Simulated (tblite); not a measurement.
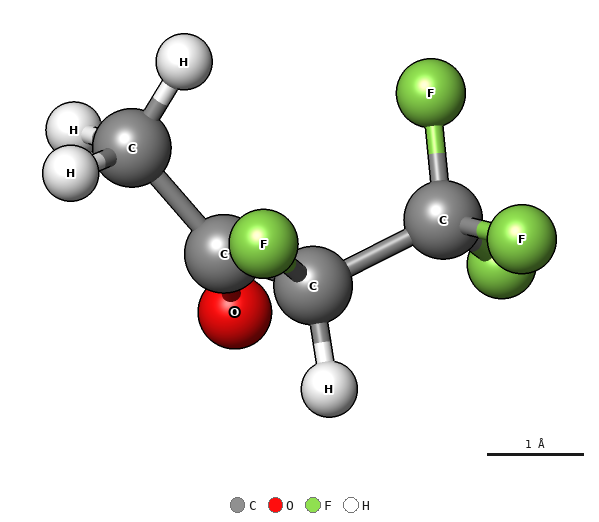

Figure 1. The input geometry (ball-and-stick view, seen at a tilt).

# Nudged elastic band of C₄H₄F₄O

C₄H₄F₄O, computed with GFN2-xTB climbing-image nudged elastic band, gas phase (tblite 0.8.0).

**The program's output**
```
image   E - E0 / eV
  0      -0.0000
  1       0.0229
  2       0.0634
  3       0.1067
  4       0.1557
  5       0.1855
  6       0.1806
  7       0.1584
  8       0.1415
```

This output came from the following input.

**Input**
```
{"job": {"kind": "neb", "xc": "GFN2-xTB", "basis": "xTB", "atoms": [0, 1, 3, 5], "turn": 120}, "charge": 0, "multiplicity": 1}
C      1.764042    -0.423816     0.009619
C      0.659814     0.233127    -0.744450
O      0.582825     0.348652    -1.933252
C     -0.483036     0.778718     0.148847
F     -0.072118     0.975474     1.436961
C     -1.642246    -0.231311     0.166722
F     -2.163699    -0.387874    -1.049361
F     -1.244757    -1.436879     0.588480
F     -2.629216     0.161087     0.974566
H      2.515406    -0.795104    -0.680794
H      1.362646    -1.242542     0.605947
H      2.210013     0.290081     0.700578
H     -0.864065     1.730874    -0.241591
```

The first line tells a small driver script what to run in tblite; the rest is the geometry in Å.

Command:
```bash
OMP_NUM_THREADS=1 python <driver script> task.json out
```

**Results in brief**

| quantity | value |
| --- | --- |
| outcome | converged |
| forward barrier | 0.185 eV |
| hardware | 1 CPU thread, shared host |
| wall time | 2.5 s |
| peak memory | 0.18 GiB |
